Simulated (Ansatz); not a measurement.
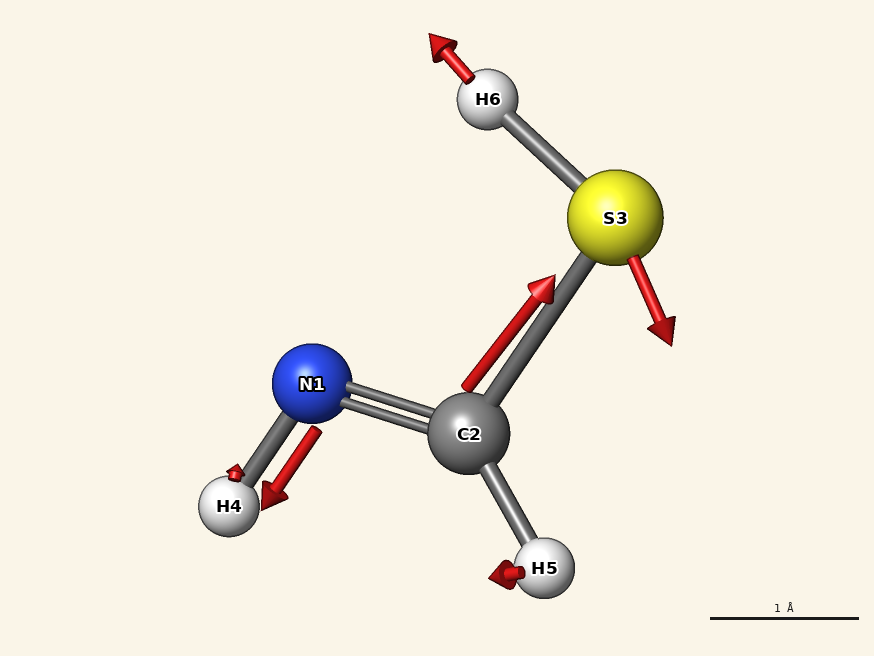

Arrows show the forces on the atoms, 0.3 Å of arrow for 1 eV/Å; forces under a tenth of the largest aren't drawn. Level of theory: CAM-B3LYP-D4/def2-TZVPP (Ansatz 0.2.0).

**On which atom is the force largest, and how large is it?**

On C2: 3.60 eV/Å.

**Which bond do the forces act along most?**

C2–S3, now 1.851 Å: the forces pull its atoms together, so a first step downhill shortens it.

List the force components in the frame of the picture (x right, y up, z towards the viewer), in eV/Å.

```
atom     Fx     Fy     Fz
  N1  −1.27  −1.86  −0.63
  C2   2.02   2.58   1.49
  S3   0.89  −2.03   0.34
  H4   0.08   0.38  −0.11
  H5  −0.77  −0.14  −0.54
  H6  −0.95   1.07  −0.55
```
